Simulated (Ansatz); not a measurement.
The figure comes from a scan of TaC (rock salt): the cell is scaled evenly about its relaxed volume V₀. These are PBE (plane waves to 420 eV, PAW, scalar-relativistic; Ansatz, a quantum-chemistry and plane-wave program) values and carry that method's errors. k mesh 18×18×18 (Γ-centred), Fermi-Dirac smearing 0.05 eV. The energy includes the smearing's −TS. Spin-orbit coupling is left out, though Ta is heavy. TaC is run without spin polarisation. TaC was relaxed with its symmetry unable to fall. The PAW data are Ansatz's earlier set. ΔE is measured from the relaxed starting cell.

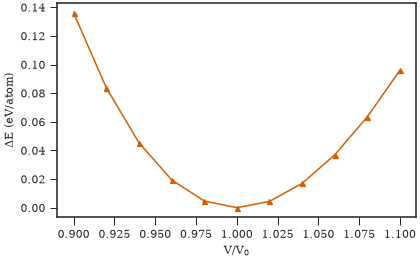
Figure. ΔE (eV/atom) against V/V₀; one marker a computed point.

Q: Read the plotted values off the figure, to the accuracy that the plot allows.

A: To the nearest 0.002:

```csv
V/V₀,ΔE (eV/atom)
0.900,0.136
0.920,0.084
0.940,0.046
0.960,0.020
0.980,0.004
1.000,0.000
1.020,0.004
1.040,0.016
1.060,0.036
1.080,0.064
1.100,0.096
```

(Under strain, the slope of the energy per volume gives the stress and its curvature an elastic modulus.)
